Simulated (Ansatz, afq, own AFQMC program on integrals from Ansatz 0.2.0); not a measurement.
# NS (doublet): AFQMC on the coupled-cluster ladder at distance N1–S2 = 1.208 Å, cc-pVDZ

Aim: compute NS (doublet) with auxiliary-field quantum Monte Carlo on the same integrals as coupled cluster, and set the energies side by side.

Method: cc-pVDZ, frozen cores; program: Ansatz 0.2.0, Gaussian basis, and an in-house AFQMC program (afq) on its integrals; all values are calculated.

The runs, in order: PBE (unrestricted); r2SCAN (unrestricted); PBE0 (unrestricted); B3LYP (unrestricted); wB97M-V (unrestricted); B2PLYP (unrestricted); CCSD(T) on UHF; CCSDT(Q) on UHF; Phaseless AFQMC, CISD trial on UHF.

7 further runs of the same task are left out: 1 for a known fault of the program, 6 that didn't finish. Runs told in other sessions of the task aren't counted.

**1. The geometry**

The geometry derives from a PBE0/def2-TZVP stationary point (not a proven minimum). One bond is set to the value named and the two fragments are kept rigid.

2 atoms, charge 0, spin multiplicity 2.

Atoms are counted from 1 here; the program's logs count them from 0.

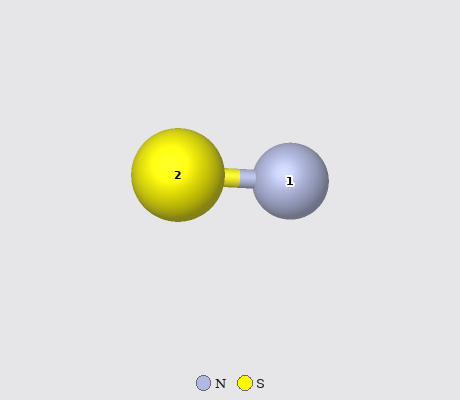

The geometry (nitrogen light blue, sulfur yellow); atoms are numbered from 1 in the order of the file.

**2. PBE (unrestricted)**

The input, in.yaml:

```yaml
crystal:
  periodic: [false, false, false]
  atoms:
    - {symbol: N, position_ang: [0.000000, 0.000000, 0.000000]}
    - {symbol: S, position_ang: [0.000000, 0.000000, 1.208000]}
basis:
  gaussian: {orbitals: cc-pVDZ}
magnetization: {spin_polarized: true, initial_magnetization: 1}
hamiltonian: {xc: {name: PBE}}
output: {orbitals: {seedname: orbitals}}
```

Run with:

```bash
$ ansatz run in.yaml --threads 1 --pin off --events-out ev --progress --plain --max-ram 1382MiB
```

Output:

```text
Functional definition: PBE
  name "PBE"
  cite "Perdew, Burke & Ernzerhof, Phys. Rev. Lett. 77, 3865 (1996) doi:10.1103/PhysRevLett.77.3865"
  parent pbe
  parameter kappa = 0.804
  parameter beta = 0.06672455060314922
  exchange = pbe_x(kappa = kappa, mu = beta*pi^2/3)
  correlation = pbe_c(beta = beta)
330 factors; integrals over basis functions are off by at most 1.0e-3 eV
mean field evaluation 1: about -12301.0157 eV, gradient 5.1e1 eV
mean field evaluation 2: about -12265.4050 eV, gradient 9.3e1 eV
mean field evaluation 4: about -12311.4398 eV, gradient 4.2e0 eV
mean field evaluation 8: about -12311.5341 eV, gradient 1.2e-2 eV
mean field evaluation 16: about -12311.4545 eV, gradient 3.6e0 eV
mean field -12311.53407637 eV, -452.4405322493 hartree, gradient 2.7e-5 eV, S^2 0.751431; 1 other end points of the search recorded, 0 dependent functions left out
reference -12311.53409231 eV, -452.4405328350 hartree; 12, 11 occupied and 20, 21 virtual orbitals, 330 factors
Total energy: -12311.53409231 eV, -452.4405328350 hartree
```

Wall time 0.66 s (1 thread of AMD EPYC 7R32 (Zen 2), shared host).

From the report: ⟨S²⟩ of the determinant 0.751 (pure doublet: 0.75).

**3. r2SCAN (unrestricted)**

in.yaml: that of step 2 with these lines changed.

```diff
@@ -8,3 +8,2 @@
 magnetization: {spin_polarized: true, initial_magnetization: 1}
-hamiltonian: {xc: {name: PBE}}
-output: {orbitals: {seedname: orbitals}}
+hamiltonian: {xc: {name: r2SCAN}}
```

The command is unchanged.

Output:

```text
Functional definition: r2SCAN
  name "r2SCAN"
  cite "Furness, Kaplan, Ning, Perdew & Sun, J. Phys. Chem. Lett. 11, 8208 (2020) doi:10.1021/acs.jpclett.0c02405"
  cite "Furness, Kaplan, Ning, Perdew & Sun, J. Phys. Chem. Lett. 11, 9248 (2020) doi:10.1021/acs.jpclett.0c03077"
  parent r2scan
  parameter k0 = 0.174
  parameter k1 = 0.065
  parameter a1 = 4.9479
  exchange = r2scan_x(k0 = k0, k1 = k1, a1 = a1)
  correlation = r2scan_c
330 factors; integrals over basis functions are off by at most 1.0e-3 eV
mean field evaluation 1: about -12307.5233 eV, gradient 4.6e1 eV
mean field evaluation 2: about -12282.3692 eV, gradient 8.1e1 eV
mean field evaluation 4: about -12316.3470 eV, gradient 2.0e0 eV
mean field evaluation 8: about -12316.3718 eV, gradient 1.5e-2 eV
mean field evaluation 16: about -12316.2528 eV, gradient 4.1e0 eV
mean field -12316.37185074 eV, -452.6183171782 hartree, gradient 5.1e-5 eV, S^2 0.752971; 1 other end points of the search recorded, 0 dependent functions left out
reference -12316.37185511 eV, -452.6183173386 hartree; 12, 11 occupied and 20, 21 virtual orbitals, 330 factors
Total energy: -12316.37185511 eV, -452.6183173386 hartree
```

Wall time 1.4 s (1 thread of AMD EPYC 7R32 (Zen 2), shared host).

From the report: ⟨S²⟩ of the determinant 0.753 (pure doublet: 0.75).

**4. PBE0 (unrestricted)**

in.yaml: that of step 3 with these lines changed.

```diff
@@ -8,2 +8,3 @@
 magnetization: {spin_polarized: true, initial_magnetization: 1}
-hamiltonian: {xc: {name: r2SCAN}}
+hamiltonian: {xc: {name: PBE0}}
+output: {orbitals: {seedname: orbitals}}
```

Launched as before.

Output:

```text
Functional definition: PBE0
  name "PBE0"
  cite "Adamo & Barone, J. Chem. Phys. 110, 6158 (1999) doi:10.1063/1.478522"
  cite "Perdew, Burke & Ernzerhof, Phys. Rev. Lett. 77, 3865 (1996) doi:10.1103/PhysRevLett.77.3865"
  parent pbe
  parameter a = 0.25
  parameter kappa = 0.804
  parameter beta = 0.06672455060314922
  exchange = (1 - a)*pbe_x(kappa = kappa, mu = beta*pi^2/3) + a*exact_x
  correlation = pbe_c(beta = beta)
330 factors; integrals over basis functions are off by at most 1.0e-3 eV
mean field evaluation 1: about -12305.8297 eV, gradient 4.0e1 eV
mean field evaluation 2: about -12294.1156 eV, gradient 6.2e1 eV
mean field evaluation 4: about -12312.3695 eV, gradient 9.8e-1 eV
mean field evaluation 8: about -12312.5105 eV, gradient 3.2e-2 eV
mean field evaluation 16: about -12312.5105 eV, gradient 1.5e-5 eV
mean field -12312.51049031 eV, -452.4764147997 hartree, gradient 1.5e-5 eV, S^2 0.752986; 0 other end points of the search recorded, 0 dependent functions left out
reference -12312.51050226 eV, -452.4764152388 hartree; 12, 11 occupied and 20, 21 virtual orbitals, 330 factors
Total energy: -12312.51050226 eV, -452.4764152388 hartree
```

Run time: 0.66 s. Hardware: 1 thread of AMD EPYC 7R32 (Zen 2), shared host.

From the report: ⟨S²⟩ of the determinant 0.753 (pure doublet: 0.75).

**5. B3LYP (unrestricted)**

in.yaml: that of step 4 with these lines changed.

```diff
@@ -8,3 +8,2 @@
 magnetization: {spin_polarized: true, initial_magnetization: 1}
-hamiltonian: {xc: {name: PBE0}}
-output: {orbitals: {seedname: orbitals}}
+hamiltonian: {xc: {name: B3LYP}}
```

Same command.

Output (excerpt; [...] marks lines left out):

```text
Functional definition: B3LYP
  name "B3LYP"
  cite "Stephens, Devlin, Chabalowski & Frisch, J. Phys. Chem. 98, 11623 (1994) doi:10.1021/j100096a001"
  cite "Becke, Phys. Rev. A 38, 3098 (1988) doi:10.1103/PhysRevA.38.3098"
  cite "Lee, Yang & Parr, Phys. Rev. B 37, 785 (1988) doi:10.1103/PhysRevB.37.785"
  cite "Vosko, Wilk & Nusair, Can. J. Phys. 58, 1200 (1980) doi:10.1139/p80-159"
[...]
330 factors; integrals over basis functions are off by at most 1.0e-3 eV
[...]
mean field -12318.40231420 eV, -452.6929353337 hartree, gradient 6.5e-5 eV, S^2 0.752508; 0 other end points of the search recorded, 0 dependent functions left out
reference -12318.40244762 eV, -452.6929402370 hartree; 12, 11 occupied and 20, 21 virtual orbitals, 330 factors
Total energy: -12318.40244762 eV, -452.6929402370 hartree
```

It took 0.69 s on 1 thread of AMD EPYC 7R32 (Zen 2), shared host.

From the report: ⟨S²⟩ of the determinant 0.753 (pure doublet: 0.75).

**6. wB97M-V (unrestricted)**

in.yaml: that of step 5 with these lines changed.

```diff
@@ -8,2 +8,3 @@
 magnetization: {spin_polarized: true, initial_magnetization: 1}
-hamiltonian: {xc: {name: B3LYP}}
+hamiltonian: {xc: {name: wB97M-V}}
+output: {orbitals: {seedname: orbitals}}
```

The command is unchanged.

Output (excerpt; [...] marks lines left out):

```text
Functional definition: wB97M-V
  name "wB97M-V"
  cite "Mardirossian & Head-Gordon, J. Chem. Phys. 144, 214110 (2016) doi:10.1063/1.4952647"
  cite "Becke, J. Chem. Phys. 107, 8554 (1997) doi:10.1063/1.475007"
  cite "Vydrov & Van Voorhis, J. Chem. Phys. 133, 244103 (2010) doi:10.1063/1.3521275"
  # Of w^i u^j: cxij and so on, Table III.
[...]
  gx(w, u) = 1 - cx + cx01*u + cx10*w
  gss(w, u) = css00 + css04*u^4 + css10*w + css20*w^2 + css43*w^4*u^3
  gos(w, u) = cos00 + cos10*w + (cos20 + cos21*u)*w^2 + (cos60 + cos61*u)*w^6
[...]
      + integral(e_c_pw_mod_opposite_spin*gos(b97_w_opposite, b97_u_opposite)) + vv10(b, c)
330 factors; integrals over basis functions are off by at most 1.0e-3 eV
81 factors; integrals over basis functions are off by at most 9.0e-6 eV
[...]
mean field -12317.13936328 eV, -452.6465227438 hartree, gradient 6.4e-5 eV, S^2 0.751660; 0 other end points of the search recorded, 0 dependent functions left out
reference -12317.13938145 eV, -452.6465234115 hartree; 12, 11 occupied and 20, 21 virtual orbitals, 330 factors
Total energy: -12317.13938145 eV, -452.6465234115 hartree
```

Run time: 2.3 s. Hardware: 1 thread of AMD EPYC 7R32 (Zen 2), shared host.

From the report: ⟨S²⟩ of the determinant 0.752 (pure doublet: 0.75).

**7. B2PLYP (unrestricted)**

in.yaml: that of step 6 with these lines changed.

```diff
@@ -8,3 +8,3 @@
 magnetization: {spin_polarized: true, initial_magnetization: 1}
-hamiltonian: {xc: {name: wB97M-V}}
-output: {orbitals: {seedname: orbitals}}
+hamiltonian: {xc: {name: B2PLYP}}
+correlation: {electrons: outside_noble_gas}
```

Same command.

Output (excerpt; [...] marks lines left out):

```text
Functional definition: B2PLYP
  name "B2PLYP"
  cite "Grimme, J. Chem. Phys. 124, 034108 (2006) doi:10.1063/1.2148954"
  cite "Becke, Phys. Rev. A 38, 3098 (1988) doi:10.1103/PhysRevA.38.3098"
  cite "Lee, Yang & Parr, Phys. Rev. B 37, 785 (1988) doi:10.1103/PhysRevB.37.785"
[...]
330 factors; integrals over basis functions are off by at most 1.0e-3 eV
[...]
mean field -12310.63469143 eV, -452.4074804620 hartree, gradient 3.1e-6 eV, S^2 0.755710; 0 other end points of the search recorded, 0 dependent functions left out
6 core orbitals not correlated: weight in the atoms' cores, before any rotation towards them, 1.000 or more for the frozen orbitals, at most 0.000 for the correlated occupied ones
reference -12310.63477684 eV, -452.4074836010 hartree; 6, 5 occupied and 20, 21 virtual orbitals, 330 factors
second order -8.39214860 eV of doubles, -0.00000000 eV of singles
Total energy: -12312.90065697 eV, -452.4907531597 hartree
```

Wall time 0.78 s (1 thread of AMD EPYC 7R32 (Zen 2), shared host).

From the report: ⟨S²⟩ of the determinant 0.756 (pure doublet: 0.75).

**8. CCSD(T) on UHF**

in.yaml: that of step 7 with these lines changed.

```diff
@@ -8,3 +8,2 @@
 magnetization: {spin_polarized: true, initial_magnetization: 1}
-hamiltonian: {xc: {name: B2PLYP}}
-correlation: {electrons: outside_noble_gas}
+correlation: {method: ccsd_t, electrons: outside_noble_gas, hamiltonian_folder: ham}
```

Launched as before.

Output (excerpt; [...] marks lines left out):

```text
Functional definition: HF
  name "HF"
  cite "Fock, Z. Phys. 61, 126 (1930) doi:10.1007/BF01340294"
  parent pbe
[...]
330 factors; integrals over basis functions are off by at most 1.0e-3 eV
[...]
mean field -12292.49248896 eV, -451.7407668187 hartree, gradient 9.6e-6 eV, S^2 0.763247; 1 other end points of the search recorded, 0 dependent functions left out
6 core orbitals not correlated: weight in the atoms' cores, before any rotation towards them, 1.000 or more for the frozen orbitals, at most 0.000 for the correlated occupied ones
reference -12292.49248896 eV, -451.7407668187 hartree; 6, 5 occupied and 20, 21 virtual orbitals, 330 factors
second order -6.77186350 eV of doubles, -0.00000000 eV of singles
cycle   1  -7.00561611 eV  change   -2.3e-1 eV  update   5.9e-2
[...]
cycle   9  -7.24842271 eV  change    2.0e-7 eV  update   7.0e-6
perturbative correction -0.22442871 eV, -0.0082476031 hartree
Total energy: -12299.96534039 eV, -452.0153890434 hartree
```

Run time: 0.9 s. Hardware: 1 thread of AMD EPYC 7R32 (Zen 2), shared host.

From the report: ⟨S²⟩ of the determinant 0.763 (pure doublet: 0.75); correlation -7.4729 eV; T1 0.011; largest double amplitude 0.09.

This run also writes the integrals to the folder ham.

**9. CCSDT(Q) on UHF**

in.yaml: that of step 8 with these lines changed.

```diff
@@ -8,2 +8,2 @@
 magnetization: {spin_polarized: true, initial_magnetization: 1}
-correlation: {method: ccsd_t, electrons: outside_noble_gas, hamiltonian_folder: ham}
+correlation: {method: ccsdt_q, electrons: outside_noble_gas}
```

Launched as before.

Output (excerpt; [...] marks lines left out):

```text
Functional definition: HF
  name "HF"
  cite "Fock, Z. Phys. 61, 126 (1930) doi:10.1007/BF01340294"
  parent pbe
[...]
590 factors; integrals over basis functions are off by at most 1.6e-7 eV
[...]
mean field -12292.49259356 eV, -451.7407706627 hartree, gradient 9.7e-6 eV, S^2 0.763247; 1 other end points of the search recorded, 0 dependent functions left out
6 core orbitals not correlated: weight in the atoms' cores, before any rotation towards them, 1.000 or more for the frozen orbitals, at most 0.000 for the correlated occupied ones
reference -12292.49259356 eV, -451.7407706627 hartree; 6, 5 occupied and 20, 21 virtual orbitals, 590 factors
second order -6.77187552 eV of doubles, -0.00000000 eV of singles
cycle   1  -7.00562537 eV  change   -2.3e-1 eV  update   7.0e-2
[...]
cycle  14  -7.48456105 eV  change   -1.6e-7 eV  update   8.6e-7
perturbative correction -0.02164760 eV, -0.0007955347 hartree
Total energy: -12299.99880221 eV, -452.0166187426 hartree
```

It took 6.5 s on 1 thread of AMD EPYC 7R32 (Zen 2), shared host.

From the report: ⟨S²⟩ of the determinant 0.763 (pure doublet: 0.75); correlation -7.5062 eV; T1 0.011; largest double amplitude 0.10.

**10. Phaseless AFQMC, CISD trial on UHF**

It reads the integrals that the CCSD(T) run on this determinant wrote.

Run with:

```bash
$ afq ham --method phaseless --trial cisd --walkers 60 --populations 1 --least-time 40 --time-step 0.005 --steps-per-block 50 --equilibration-blocks 28 --max-blocks 300 --target-error 0.0004 --factor-cut 1e-05 --start spin_pure --seed 4332 --release-times 0.24,0.51,0.99,1.62,2.4 --release-step 0.03 --release-every 4 --taylor-order 6
```

Output:

```text
orbitals 26  electrons 6 5  factors 190 of 330
reference energy -451.74076682 Eh
CCSD correlation -0.26637454 Eh in 9 cycles, weight of the determinant in the CISD state 0.9000
energy of the start -452.006567 Eh
 block  time / (1/Eh)  mean weight  energy / Eh
     1     0.250  1.0007  -452.003828
     2     0.500  1.0009  -452.006380
     3     0.750  1.0001  -452.011168
     4     1.000  1.0005  -452.012746
     5     1.250  1.0005  -452.015761
     6     1.500  0.9994  -452.010726
     7     1.750  0.9987  -452.013399
     8     2.000  1.0003  -452.008942
     9     2.250  1.0000  -452.008462
    10     2.500  1.0000  -452.007959
    17     4.250  0.9981  -452.008887
    25     6.250  1.0010  -452.013432
    33     8.250  0.9987  -452.015220
    41    10.250  1.0011  -452.013906
    49    12.250  0.9997  -452.014975
    57    14.250  1.0002  -452.022517
    65    16.250  1.0003  -452.010259
    73    18.250  0.9988  -452.024047
    81    20.250  1.0005  -452.016862
    89    22.250  0.9979  -452.021641
    97    24.250  1.0011  -452.013681
   105    26.250  1.0017  -452.021552
   113    28.250  0.9983  -452.015543
   121    30.250  1.0004  -452.010987
   129    32.250  1.0000  -452.019210
   137    34.250  1.0001  -452.021343
   145    36.250  1.0006  -452.024769
   153    38.250  1.0023  -452.023074
   161    40.250  0.9997  -452.018096
   169    42.250  0.9991  -452.015358
   177    44.250  0.9995  -452.010983
   185    46.250  1.0008  -452.014757
   193    48.250  1.0020  -452.015027
   201    50.250  1.0008  -452.016083
   209    52.250  0.9997  -452.020348
   217    54.250  0.9997  -452.016102
   225    56.250  0.9984  -452.059900
   233    58.250  1.0001  -452.014845
   241    60.250  0.9994  -452.019240
   249    62.250  1.0011  -452.015331
   257    64.250  1.0016  -452.013235
   265    66.250  0.9972  -452.010736
   273    68.250  1.0005  -452.018636
   281    70.250  0.9989  -452.018051
   289    72.250  1.0001  -452.013806
   297    74.250  1.0008  -452.012527
   305    76.250  0.9990  -452.017345
   313    78.250  1.0006  -452.013241
   321    80.250  0.9981  -452.015009
blocks merged  error / Eh  count
     1  0.000332  300
     2  0.000371  150
     4  0.000416  75
     8  0.000410  37
    16  0.000465  18
    32  0.000574  9
released: time / (1/Eh)  energy / Eh  error  mean overlap
  0.24  -452.016273  0.000552  1.0047
  0.51  -452.016752  0.000502  1.0000
  0.99  -452.017316  0.000453  0.9807
  1.62  -452.016780  0.000439  0.9750
  2.40  -452.016585  0.000674  0.9679
energy -452.015868 +/- 0.000465 Eh
```

Wall time 3.2 min (1 thread of AMD EPYC 7R32 (Zen 2), shared host).

Energy -12299.9784 ± 0.0126 eV. Caveats: constraint bias not in the error. The error still grows with block length (0.0112 to 0.0156 eV), so the bar may be too small.

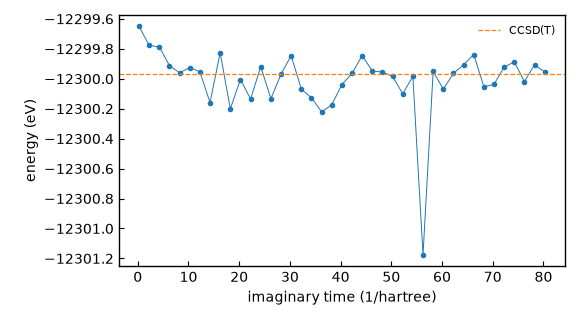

Block energies along the walk.

**11. AFQMC on the ladder**

On the UHF determinant, counted from CCSDT(Q) (a yardstick, not exact):

```csv
level,energy (eV),from CCSDT(Q) (kcal/mol),statistical error (kcal/mol),time
HF,-12292.4925,+173.10,,
MP2,-12299.2644,+16.94,,
CCSD,-12299.7409,+5.95,,
CCSD(T),-12299.9653,+0.77,,
CCSDT(Q),-12299.9988,0.00,,
"Phaseless AFQMC, CISD trial, step 0.005, 60 walkers",-12299.9784,+0.47,0.29,3.2 min
```

The functionals' totals stand on their own zeros and serve differences with other points: PBE -12311.534 eV; r2SCAN -12316.372 eV; PBE0 -12312.511 eV; B3LYP -12318.402 eV; wB97M-V -12317.139 eV; B2PLYP -12312.901 eV.

**12. Outcome**

```
                                        quantity                  value
                    CCSD(T) on UHF from CCSDT(Q)         +0.77 kcal/mol
Phaseless AFQMC, CISD trial on UHF from CCSDT(Q)  +0.47 ± 0.29 kcal/mol
```

What this shows: On UHF the phaseless walk with the CISD trial lies +0.47 kcal/mol from CCSDT(Q), within three error bars. Error bars are statistical and leave out the constraint, the time step and what remains of the start.
